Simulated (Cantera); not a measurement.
Charge: 1 mol Cr, 0.023 mol H₂O, 360 mol H₂, 0.31 mol N₂O, held at 1.00 bar.

These are equilibrium values from Cantera (NASA tables, ideal gas, pure condensed phases), not measurements of a reactor. Candidate condensed phases: Cr, CrN, Cr₂N, Cr₂O₃, H₂O; 29 gas species. Mutual solubility and eutectic melting of coexisting phases are not modelled. Rates play no part.

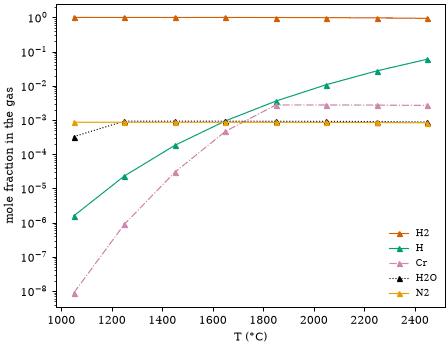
Figure: Equilibrium gas composition (values under 1e-9 drawn at 1e-9)

At 1050 °C the condensed part is Cr(s) + Cr₂O₃(s). From 1250 °C to 1650 °C the condensed part is Cr(s). From 1850 °C to 2450 °C nothing is condensed.
